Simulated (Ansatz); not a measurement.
# Alloy of AlN and BN (6 of 48 Al sites exchanged), 96 atoms, part 2 of 2

Ansatz 0.2.0, PAW. Earlier steps stand in the parts before.

## Step 3: r²SCAN single point

File in.yaml:

```yaml
crystal:
  lattice:
    - [9.150284, 0.000000, 0.000000]
    - [0.000000, 10.552397, 0.000000]
    - [0.000000, 0.000000, 9.772868]
  atoms:
    - { symbol: Al, position: [0.166402, 0.081245, 0.248654] }
    - { symbol: Al, position: [0.165314, 0.079690, 0.748929] }
    - { symbol: Al, position: [0.996837, 0.336198, 0.249404] }
    - { symbol: Al, position: [0.992058, 0.328944, 0.747264] }
    - { symbol: Al, position: [0.510414, 0.078267, 0.749024] }
    - { symbol: Al, position: [0.338995, 0.329714, 0.249408] }
    - { symbol: Al, position: [0.336786, 0.336078, 0.748229] }
    - { symbol: Al, position: [0.163571, 0.583364, 0.241164] }
    - { symbol: Al, position: [0.162923, 0.582834, 0.753346] }
    - { symbol: Al, position: [0.991796, 0.827389, 0.241012] }
    - { symbol: Al, position: [0.994808, 0.830127, 0.753002] }
    - { symbol: Al, position: [0.826565, 0.079974, 0.247281] }
    - { symbol: Al, position: [0.663375, 0.334070, 0.248560] }
    - { symbol: Al, position: [0.670919, 0.335645, 0.748830] }
    - { symbol: Al, position: [0.507178, 0.584073, 0.247548] }
    - { symbol: Al, position: [0.336509, 0.837183, 0.250269] }
    - { symbol: Al, position: [0.344130, 0.827692, 0.749418] }
    - { symbol: Al, position: [0.830848, 0.590347, 0.750979] }
    - { symbol: Al, position: [0.669655, 0.833402, 0.247105] }
    - { symbol: Al, position: [0.994477, 0.162497, 0.503016] }
    - { symbol: Al, position: [0.995531, 0.164244, 0.992206] }
    - { symbol: Al, position: [0.336946, 0.164541, 0.492191] }
    - { symbol: Al, position: [0.335324, 0.163807, 0.003378] }
    - { symbol: Al, position: [0.166437, 0.416388, 0.498322] }
    - { symbol: Al, position: [0.162018, 0.418052, 0.998747] }
    - { symbol: Al, position: [0.997867, 0.666012, 0.489466] }
    - { symbol: Al, position: [0.668613, 0.163655, 0.497125] }
    - { symbol: Al, position: [0.666206, 0.165304, 0.998102] }
    - { symbol: Al, position: [0.501665, 0.421600, 0.504510] }
    - { symbol: Al, position: [0.500512, 0.418934, 0.992345] }
    - { symbol: Al, position: [0.337149, 0.663287, 0.503129] }
    - { symbol: Al, position: [0.330669, 0.666732, 0.993813] }
    - { symbol: Al, position: [0.164919, 0.913791, 0.498645] }
    - { symbol: Al, position: [0.163620, 0.908766, 0.999402] }
    - { symbol: Al, position: [0.832595, 0.421371, 0.490645] }
    - { symbol: Al, position: [0.837052, 0.425535, 0.003573] }
    - { symbol: Al, position: [0.667951, 0.668259, 0.501404] }
    - { symbol: Al, position: [0.671951, 0.667843, 0.990011] }
    - { symbol: Al, position: [0.505661, 0.915775, 0.496719] }
    - { symbol: Al, position: [0.501412, 0.920057, 0.999636] }
    - { symbol: Al, position: [0.830568, 0.916431, 0.508128] }
    - { symbol: Al, position: [0.831205, 0.911464, 0.984028] }
    - { symbol: B, position: [0.501959, 0.082014, 0.251756] }
    - { symbol: B, position: [0.826593, 0.080166, 0.754591] }
    - { symbol: B, position: [0.499250, 0.587519, 0.755668] }
    - { symbol: B, position: [0.831406, 0.584577, 0.243471] }
    - { symbol: B, position: [0.659207, 0.835229, 0.754981] }
    - { symbol: B, position: [0.992472, 0.663124, 0.003336] }
    - { symbol: N, position: [0.994100, 0.167453, 0.186067] }
    - { symbol: N, position: [0.978270, 0.150975, 0.698172] }
    - { symbol: N, position: [0.352155, 0.154615, 0.199054] }
    - { symbol: N, position: [0.340299, 0.164235, 0.686518] }
    - { symbol: N, position: [0.168942, 0.412135, 0.190417] }
    - { symbol: N, position: [0.163515, 0.413173, 0.691722] }
    - { symbol: N, position: [0.980557, 0.655159, 0.176536] }
    - { symbol: N, position: [0.998266, 0.666969, 0.680934] }
    - { symbol: N, position: [0.648764, 0.158979, 0.194297] }
    - { symbol: N, position: [0.685181, 0.158845, 0.694213] }
    - { symbol: N, position: [0.499759, 0.418786, 0.184518] }
    - { symbol: N, position: [0.504397, 0.437668, 0.699299] }
    - { symbol: N, position: [0.338351, 0.668673, 0.186335] }
    - { symbol: N, position: [0.350695, 0.653294, 0.700320] }
    - { symbol: N, position: [0.163557, 0.912322, 0.191200] }
    - { symbol: N, position: [0.168833, 0.909984, 0.692506] }
    - { symbol: N, position: [0.830815, 0.434991, 0.197424] }
    - { symbol: N, position: [0.832241, 0.424024, 0.684640] }
    - { symbol: N, position: [0.683636, 0.660186, 0.186802] }
    - { symbol: N, position: [0.653716, 0.678155, 0.701453] }
    - { symbol: N, position: [0.502941, 0.933795, 0.195443] }
    - { symbol: N, position: [0.520434, 0.907148, 0.693071] }
    - { symbol: N, position: [0.830402, 0.917124, 0.176688] }
    - { symbol: N, position: [0.816314, 0.921237, 0.705683] }
    - { symbol: N, position: [0.164707, 0.082917, 0.441986] }
    - { symbol: N, position: [0.165871, 0.079335, 0.942065] }
    - { symbol: N, position: [0.999104, 0.330589, 0.441961] }
    - { symbol: N, position: [0.996248, 0.333197, 0.939402] }
    - { symbol: N, position: [0.502672, 0.081411, 0.420267] }
    - { symbol: N, position: [0.500142, 0.084811, 0.936909] }
    - { symbol: N, position: [0.336616, 0.334716, 0.442404] }
    - { symbol: N, position: [0.330943, 0.332965, 0.940637] }
    - { symbol: N, position: [0.168233, 0.583972, 0.435750] }
    - { symbol: N, position: [0.145193, 0.592368, 0.949711] }
    - { symbol: N, position: [0.995975, 0.834196, 0.435983] }
    - { symbol: N, position: [0.998618, 0.809952, 0.947823] }
    - { symbol: N, position: [0.832475, 0.079322, 0.436992] }
    - { symbol: N, position: [0.830522, 0.080546, 0.918659] }
    - { symbol: N, position: [0.664547, 0.332649, 0.442101] }
    - { symbol: N, position: [0.672166, 0.335766, 0.942077] }
    - { symbol: N, position: [0.503537, 0.584762, 0.437920] }
    - { symbol: N, position: [0.500724, 0.584988, 0.919666] }
    - { symbol: N, position: [0.335408, 0.831864, 0.444150] }
    - { symbol: N, position: [0.335655, 0.834489, 0.940469] }
    - { symbol: N, position: [0.832459, 0.586275, 0.413166] }
    - { symbol: N, position: [0.852562, 0.593696, 0.942258] }
    - { symbol: N, position: [0.670168, 0.832382, 0.437158] }
    - { symbol: N, position: [0.661006, 0.833428, 0.918878] }
  symmetry: { detect: false }
kpoints:
  mp_grid: { grid: [1, 1, 1], shift: [0.25, 0.25, 0.25] }
hamiltonian:
  xc: r2scan
scf:
  occupations: { method: fermi_dirac, width: 0.01 }
output:
  forces: true
  eigenvalues: true
  populations: true
  eigenstates: { kpoints: [[0.25, 0.25, 0.25]], e_range: [-6.0, 6.0], localisation: true }
```

Started as:

```sh
$ ansatz run in.yaml --threads 2 --pin off --max-ram 30400MiB --runs-dir r --events-out ev --progress --plain --backend cuda --devices 0, --max-vram 18GiB
```

The log of the run:

```text
Pseudopotentials: kind: paw
Functional definition: r2SCAN
  parameter k0 = 0.174
  parameter k1 = 0.065
  parameter a1 = 4.9479
  exchange = r2scan_x(k0 = k0, k1 = k1, a1 = a1)
  correlation = r2scan_c
Crystal: 96 atoms, lattice volume = 943.643 Å³
Basis set: ecut = 500 eV, 23957 PW (Γ), exchange–correlation on 288×320×288 points (64 copies of the dense FFT grid, shifted against one another)
Bands: 288, of which v1, the nominal top of the filled ones, is band 192 counted from 1 (191 counted from 0)
Symmetry: 1 space group operations
k-points: 1
Non-local potential: Al, projectors of the file, l = 0: 2, l = 1: 2, l = 2: 1
Non-local potential: B, projectors of the file, l = 0: 2, l = 1: 2, l = 2: 1
Non-local potential: N, projectors of the file, l = 0: 2, l = 1: 2, l = 2: 1
PAW form: soft (Blöchl's): semilocal exchange-correlation on the pseudo side does not see the compensation charge
PAW frozen core: Al, regenerated for the run's functional (the file was generated under x = pbe(κ = 0.804, μ = 0.2195149727645171), c = pbe(β = 0.06672455060314922))
PAW frozen core: B, regenerated for the run's functional (the file was generated under x = pbe(κ = 0.804, μ = 0.2195149727645171), c = pbe(β = 0.06672455060314922))
PAW frozen core: N, regenerated for the run's functional (the file was generated under x = pbe(κ = 0.804, μ = 0.2195149727645171), c = pbe(β = 0.06672455060314922))
PAW one-centre angular grid: Al, 302 points (default); XC on 160 Gauss nodes
PAW one-centre angular grid: B, 302 points (default); XC on 160 Gauss nodes
PAW one-centre angular grid: N, 302 points (default); XC on 160 Gauss nodes
Initial density: superposition of atomic densities (neutral atoms: chi_scale 0, normalization atom), corrected by the library's trained network
Initial wavefunctions: pseudopotential atomic-orbital guess
Functional: x = r2scan, c = r2scan; τ floored in thin density (d = 2e-4 eV/Å³)
SCF iter   1: F=—  HF=-42246.031106 eV  |F-HF|=—  |Δ(HF+E_count)|=         —  Δρ=7.35e-3  dr2=5.42e-1  dr2_τ=8.01e0  ethr=1.77e-3  ⟨swp⟩=6.0  Hψ=1326  notcnv=0  defer=45
preconditioner: auto → Resta (q_TF=auto, 2.349 Å⁻¹)  ε∞=3.7  [insulator: Δε(μ)=5.591 eV  Ē_g=14.494 eV  σ=0.010 eV  W_gap=1.00  n_scr=206 (ndim 8)  ℏωp=23.7 eV  f_vac=0.000  D(μ)=0.00/eV (n_scr^D=0)  ε∞_Penn≈3.7]
SCF iter   2: F=—  HF=-42249.502270 eV  |F-HF|=—  |Δ(HF+E_count)|=    3.47e0  Δρ=5.30e-3  dr2=2.07e-1  dr2_τ=5.37e-3  ethr=1.41e-4  ⟨swp⟩=3.0  Hψ=534  notcnv=0  defer=91
SCF iter   3: F=—  HF=-42249.474346 eV  |F-HF|=—  |Δ(HF+E_count)|=   2.79e-2  Δρ=1.44e-3  dr2=1.73e-2  dr2_τ=2.62e-3  ethr=5.39e-5  ⟨swp⟩=3.0  Hψ=384  notcnv=0  defer=91
SCF iter   4: F=—  HF=-42249.471544 eV  |F-HF|=—  |Δ(HF+E_count)|=   2.80e-3  Δρ=4.74e-4  dr2=1.95e-3  dr2_τ=5.53e-4  ethr=4.52e-6  ⟨swp⟩=2.0  Hψ=393  notcnv=0  defer=91
SCF iter   5: F=—  HF=-42249.472252 eV  |F-HF|=—  |Δ(HF+E_count)|=   7.08e-4  Δρ=1.51e-4  dr2=2.28e-4  dr2_τ=6.18e-6  ethr=5.08e-7  ⟨swp⟩=2.0  Hψ=347  notcnv=0  defer=91
SCF iter   6: F=—  HF=-42249.472247 eV  |F-HF|=—  |Δ(HF+E_count)|=   5.00e-6  Δρ=4.30e-5  dr2=1.47e-5  dr2_τ=1.93e-6  ethr=5.93e-8  ⟨swp⟩=2.0  Hψ=386  notcnv=0  defer=91
SCF iter   7: F=—  HF=-42249.472671 eV  |F-HF|=—  |Δ(HF+E_count)|=   4.25e-4  Δρ=1.00e-5  dr2=8.25e-7  dr2_τ=8.37e-8  ethr=3.82e-9  ⟨swp⟩=2.0  Hψ=431  notcnv=0  defer=91
SCF iter   8: F=-42249.472672 eV  HF=-42249.472672 eV  |F-HF|=1.07e-8  |Δ(HF+E_count)|=   8.26e-8  Δρ=2.74e-6  dr2=6.17e-8  dr2_τ=1.02e-8  ethr=2.60e-11  ⟨swp⟩=15.0  Hψ=2026  notcnv=0
SCF 1 converged in 8 iterations: F = -42249.472672 eV  dr2 = 6.17e-8
NSCF: frozen V_eff on 1 k-points
SCF converged after 8 iterations
Free energy (F): -42249.472672 eV
Harris-Foulkes:  -42249.472672 eV  (|F-HF|=1.07e-8)
Internal energy: -42249.472672 eV  (E = F + TS)
E sigma→0 (E₀):  -42249.472672 eV
Fermi energy:    9.968398 eV
--- Per-component energies (eV) ---
  E_band       = 596.172740
  E_kinetic    = 7829.477700
  E_local      = -10865.150453  (includes V_loc(G=0)·N_el)
  E_nonlocal   = 2614.911558
  E_hartree    = 3796.801281
  E_xc         = -4699.393375
  E_vxc        = -5762.349555  (∫ρ·V_xc dr)
  E_paw        = -26558.830639  (= ΣΔE_a)
  E_vpaw       = -1124.844782  (= ΣTr[D̂ρ^β])
  E_aug_tail   = 0.000885  (compensation charges beyond the density's cutoff)
  E_vtau       = 310.539134  (kinetic-family band-sum trace: ∫τ·v_τ [+ j·A + Jᵃ·Aᵃ] dr)
  E_ewald      = -14363.235337
  E_core_change = -4.054290  (= ΣΔE_core)
  E_smearing   = -0.000000  (= −TS)
  E_closure    = 0.000000  (closes the sum)
  Σ components = -42249.472672   (vs F -42249.472672, Δ=0.00e0)
--- Forces (eV/Å), atoms counted from 1 ---
  atom   1  Al     0.00894188    -0.04703018     0.03606225
  atom   2  Al    -0.01163985    -0.06221355     0.04928074
  atom   3  Al     0.04412335     0.00789567     0.02296909
  atom   4  Al    -0.00270199     0.04140042     0.05242900
  atom   5  Al     0.02688214    -0.00244865     0.07040093
  atom   6  Al     0.01852651     0.03583363     0.01984585
  atom   7  Al    -0.05536733     0.01455307     0.05501082
  atom   8  Al     0.01737224    -0.06200688     0.02469898
  atom   9  Al    -0.02790236    -0.03177675     0.00250133
  atom  10  Al    -0.00643896     0.04925509    -0.00179659
  atom  11  Al     0.01390516    -0.05794237     0.00368072
  atom  12  Al     0.00513953    -0.02614192     0.02028684
  atom  13  Al    -0.06837530     0.04303753     0.03792854
  atom  14  Al     0.06735193     0.05680281     0.05842160
  atom  15  Al    -0.01302576    -0.04635408     0.01849278
  atom  16  Al    -0.04244410     0.00317537     0.01582814
  atom  17  Al     0.02205409    -0.00982461     0.06859987
  atom  18  Al     0.06544221    -0.00122043     0.01458699
  atom  19  Al     0.07142495     0.04946923     0.03914638
  atom  20  Al    -0.03098447    -0.02526205    -0.02596245
  atom  21  Al     0.03076498     0.02303292     0.00196168
  atom  22  Al    -0.02561729     0.02020556     0.00212603
  atom  23  Al     0.04186363    -0.02398060    -0.02368034
  atom  24  Al     0.00040312    -0.01695940     0.00761574
  atom  25  Al    -0.03145254    -0.03465609     0.04250636
  atom  26  Al     0.02595771     0.03388339    -0.00758142
  atom  27  Al     0.06354978     0.00200149    -0.04976280
  atom  28  Al    -0.07471488    -0.00752134    -0.04043899
  atom  29  Al     0.00230928     0.02363711    -0.04170807
  atom  30  Al     0.00265591    -0.03304195     0.01612158
  atom  31  Al     0.03865266    -0.00411733    -0.04362862
  atom  32  Al    -0.01437561     0.07708453     0.02952185
  atom  33  Al     0.00890221     0.00590056     0.00589926
  atom  34  Al     0.04537513    -0.00335285     0.04089503
  atom  35  Al     0.00083313    -0.05689736     0.00233558
  atom  36  Al     0.02891842    -0.00621637     0.00010468
  atom  37  Al    -0.07257312     0.06080229    -0.08694290
  atom  38  Al     0.05285622     0.02020665    -0.02614107
  atom  39  Al     0.02571707    -0.06373173    -0.04094895
  atom  40  Al    -0.03741582     0.04937279    -0.05920968
  atom  41  Al    -0.02740835     0.01032141    -0.06940811
  atom  42  Al    -0.02266679    -0.01462759     0.01500957
  atom  43  B     -0.00862232     0.00080259     0.00983936
  atom  44  B     -0.00475961     0.02777731     0.06358567
  atom  45  B     -0.09649509    -0.00441836     0.08594698
  atom  46  B     -0.00294816    -0.02295754    -0.00337450
  atom  47  B     -0.08330662     0.01491504     0.06944218
  atom  48  B     -0.06181212    -0.01606697    -0.03377456
  atom  49  N     -0.00704186    -0.00239166    -0.00972299
  atom  50  N      0.23676335     0.14639217    -0.12668840
  atom  51  N     -0.23096859     0.14754584    -0.11471993
  atom  52  N      0.00150110     0.00449219    -0.02550286
  atom  53  N     -0.03146617     0.02444360    -0.02692330
  atom  54  N      0.02156752     0.01515921    -0.02030734
  atom  55  N      0.21246413     0.13851080     0.14401641
  atom  56  N     -0.02125637     0.01189532     0.02671590
  atom  57  N      0.24639105     0.12077333    -0.10014320
  atom  58  N     -0.24403019     0.10619848    -0.09652855
  atom  59  N      0.01909537    -0.00644731     0.02096770
  atom  60  N     -0.00683004    -0.28373147    -0.13302163
  atom  61  N      0.00193350     0.00233556    -0.02648771
  atom  62  N     -0.18207116     0.14759149    -0.09732806
  atom  63  N      0.01594729     0.00308017    -0.03238406
  atom  64  N     -0.01117692     0.03278440    -0.02493979
  atom  65  N      0.01488286    -0.25817712    -0.12228336
  atom  66  N     -0.02097627    -0.03091061     0.01660612
  atom  67  N     -0.24460262     0.12837965    -0.07999786
  atom  68  N      0.24577296    -0.12196973    -0.18876713
  atom  69  N     -0.01055437    -0.27519713    -0.10550605
  atom  70  N     -0.20054146     0.12678635    -0.07264049
  atom  71  N     -0.01259077    -0.02348611     0.04635737
  atom  72  N      0.23227574    -0.12429406    -0.19179330
  atom  73  N      0.01109203    -0.01270142    -0.01102586
  atom  74  N     -0.02197696     0.00663120    -0.02912461
  atom  75  N     -0.01142435     0.03444718    -0.01844156
  atom  76  N      0.00802911     0.00338913    -0.00634460
  atom  77  N     -0.00433637    -0.00055856     0.27994690
  atom  78  N      0.02059712    -0.02178590    -0.00587318
  atom  79  N     -0.00547382    -0.01244727    -0.00734237
  atom  80  N      0.02553961     0.02657625    -0.02962013
  atom  81  N     -0.02454348    -0.00435800     0.02095353
  atom  82  N      0.25907522    -0.15255852    -0.12228045
  atom  83  N      0.01839426    -0.04379697     0.03464813
  atom  84  N     -0.00267281     0.29132888    -0.12319632
  atom  85  N     -0.01645767     0.02189880     0.02099151
  atom  86  N      0.01598824    -0.00710599     0.23113482
  atom  87  N      0.01366735     0.01572515    -0.00364521
  atom  88  N     -0.03577506     0.01549003    -0.02314041
  atom  89  N     -0.00342905    -0.00818546     0.02088283
  atom  90  N      0.00514882    -0.02144886     0.21007356
  atom  91  N      0.00194122     0.01088074    -0.00958158
  atom  92  N     -0.01118979    -0.03634058    -0.00860565
  atom  93  N      0.03150597    -0.01312828     0.30048048
  atom  94  N     -0.22504598    -0.11754487    -0.10218111
  atom  95  N     -0.02353526     0.00496682     0.02487691
  atom  96  N      0.04353653     0.00022189     0.24483143
  max |Σ_I F_I| component: 3.88e-3 eV/Å
--- Band table (eV) ---
  k-point 0: bands = [... 180 lower levels ..., "6.6520", "6.6607", "6.7029", "6.7498", "6.7893", "6.8355", "6.8714", "6.9331", "6.9839", "7.0489", "7.1145", "7.1821", "12.7547", "12.8657", "13.0200", "13.1661", "13.2037", "13.2994", "13.3508", "13.3832", "13.4453", "13.5084", "13.5936", "13.6686", ... 84 higher levels ...]
--- Löwdin populations: 96 sites ---
  site symbol       q [e]
     0     Al      1.8427
     1     Al      1.8564
     2     Al      1.8487
     3     Al      1.8436
     4     Al      1.8454
     5     Al      1.8371
     6     Al      1.8545
     7     Al      1.8361
     8     Al      1.8500
     9     Al      1.8300
    10     Al      1.8610
    11     Al      1.8455
    12     Al      1.8454
    13     Al      1.8565
    14     Al      1.8418
    15     Al      1.8441
    16     Al      1.8308
    17     Al      1.8569
    18     Al      1.8520
    19     Al      1.8445
    20     Al      1.8438
    21     Al      1.8474
    22     Al      1.8369
    23     Al      1.8400
    24     Al      1.8469
    25     Al      1.8567
    26     Al      1.8476
    27     Al      1.8428
    28     Al      1.8502
    29     Al      1.8421
    30     Al      1.8395
    31     Al      1.8512
    32     Al      1.8444
    33     Al      1.8398
    34     Al      1.8454
    35     Al      1.8356
    36     Al      1.8522
    37     Al      1.8407
    38     Al      1.8436
    39     Al      1.8381
    40     Al      1.8400
    41     Al      1.8350
    42      B      2.6163
    43      B      2.6240
    44      B      2.6217
    45      B      2.6216
    46      B      2.6269
    47      B      2.6276
    48      N      6.0723
    49      N      5.8812
    50      N      5.8835
    51      N      6.0633
    52      N      6.0952
    53      N      6.0850
    54      N      5.7178
    55      N      6.0892
    56      N      5.8844
    57      N      5.8797
    58      N      6.1031
    59      N      5.8853
    60      N      6.0786
    61      N      5.8751
    62      N      6.0959
    63      N      6.0778
    64      N      5.8862
    65      N      6.0893
    66      N      5.8814
    67      N      5.7269
    68      N      5.8820
    69      N      5.8808
    70      N      6.0990
    71      N      5.7314
    72      N      6.0940
    73      N      6.0866
    74      N      6.0942
    75      N      6.1013
    76      N      5.8988
    77      N      6.1151
    78      N      6.0953
    79      N      6.0879
    80      N      6.0871
    81      N      5.8883
    82      N      6.0872
    83      N      5.8916
    84      N      6.1093
    85      N      5.8919
    86      N      6.0916
    87      N      6.0857
    88      N      6.1061
    89      N      5.8853
    90      N      6.0904
    91      N      6.1062
    92      N      5.8911
    93      N      5.8928
    94      N      6.1067
    95      N      5.8996
  spilling = 0.008204 (of n_electrons = 384.000000)
```

Run time: 11 s. Hardware: 1 × NVIDIA H100 80GB HBM3 with 2 threads of AMD EPYC 7R13, shared host; peak host memory 2.5 GiB.

At the single k point (¼, ¼, ¼) the filled levels end at 7.182 eV and the empty ones begin at 12.755 eV, a spacing of 5.57 eV.

The states next to the gap (eigenstates.tsv), from the top filled level:

| level (eV) | spin | filling | atoms sharing it | main element | its share | largest atom |
| --- | --- | --- | --- | --- | --- | --- |
| -0.25 | both | 2.00 | 40.8 | N | 0.84 | – |
| -0.20 | both | 2.00 | 46.2 | N | 0.85 | – |
| -0.13 | both | 2.00 | 51.2 | N | 0.85 | – |
| -0.07 | both | 2.00 | 54.5 | N | 0.86 | – |
| 0.00 | both | 2.00 | 48.5 | N | 0.86 | – |
| 5.57 | both | 0.00 | 68.1 | N | 0.49 | – |
| 5.68 | both | 0.00 | 61.2 | Al | 0.48 | – |
| 5.84 | both | 0.00 | 82.7 | Al | 0.48 | – |

The largest force by r²SCAN is 0.33 eV/Å, on N68: the geometry is not this level's minimum.

## Step 4: What came out

What follows sums up all 2 parts. Changes of volume or cell count from the first structure of part 1.

```
             level        time  top filled to lowest empty (eV)
PBEsol, relaxation  23 s (GPU)                             4.87
            r²SCAN  11 s (GPU)                             5.57
```

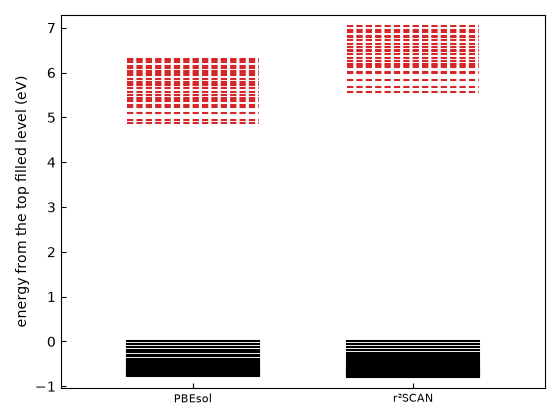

Levels near the gap by PBEsol, r²SCAN: filled black, empty red and dashed.

| quantity | value |
| --- | --- |
| relaxation | 7 recorded steps, 9.90 eV gained |
| largest shift | 0.28 Å (N60) |
| relaxed cell | a = 9.150 Å, b = 10.552 Å, c = 9.773 Å, α = 90.00°, β = 90.00°, γ = 90.00° |
| mean bonds | Al–N 1.887, B–N 1.664 Å |

**What this shows.** The relaxation lowers the energy by 9.90 eV; the largest shift is 0.28 Å (N60), while the volume changes by +0.1 %. The mean lengths of the listed bonds run from B–N 1.66 Å to Al–N 1.89 Å. With one k point the spacing samples only the states that fold onto it, so it can exceed the gap over the zone.
